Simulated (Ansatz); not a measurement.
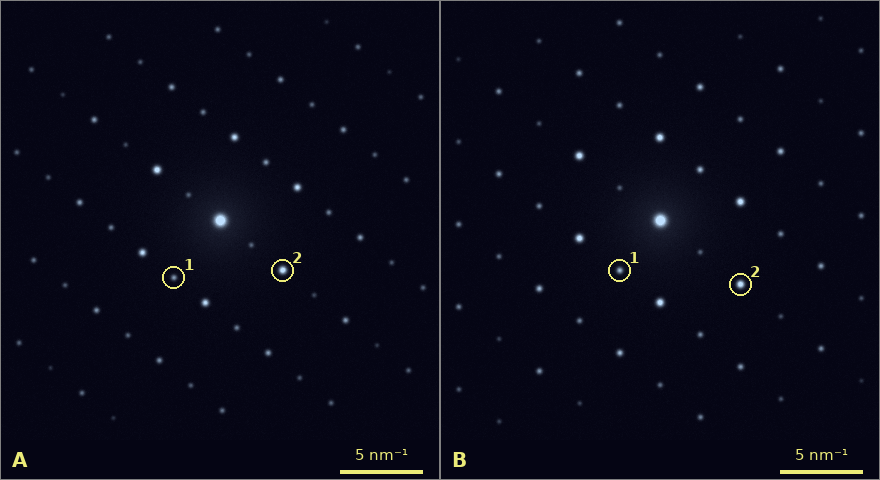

Kinematic electron diffraction patterns (300 kV, B = 0.5 Å², same scale) along [100] of the run's own cell, for the start and the end of one relaxation of CrC2 with DFT PBEsol, scalar-relativistic, plane waves, PAW in Ansatz. k mesh 12×12×10. The start is a generated model structure, and the relaxation ends in the nearest stationary point of its symmetry, not necessarily the ground state. Spot 1 is 0 -1 0 and spot 2 is 0 0 -2 in both.

Start structure:

```
CELL_PARAMETERS angstrom
2.92724 0.00000 0.00000
-1.46362 2.53506 0.00000
0.00000 0.00000 3.16950
ATOMIC_POSITIONS crystal
Cr 0.00000 0.00000 0.00000
C 0.33333 0.66667 0.50000
C 0.66667 0.33333 0.50000
```

Which pattern belongs to the start structure, and which to the relaxed one?

Answer. B is the start: its cell gives d(1) = 2.535 Å, d(2) = 1.585 Å and an angle of 90.0°. A is the relaxed structure, with d(1) = 2.215 Å (-12.6 %), d(2) = 2.032 Å (+28.2 %) and 90.0°.

Name reflections whose intensity changes strongly on relaxation.

Answer. 0 2 -1 goes from 27 to 11 % of the strongest spot; 0 1 0 goes from 26 to 12 % of the strongest spot; 0 1 -1 goes from 100 to 55 % of the strongest spot.

What did the relaxation do to the structure and the energy?

Answer. The volume changed by -2.1 % to 7.67 Å³ an atom; the fractional coordinates hardly changed; the space group stayed P6/mmm (No. 191); the free energy fell by 520 meV an atom. Relaxed cell: a = 2.557 Å, b = 2.557 Å, c = 4.064 Å, α = 90.00°, β = 90.00°, γ = 120.00°.
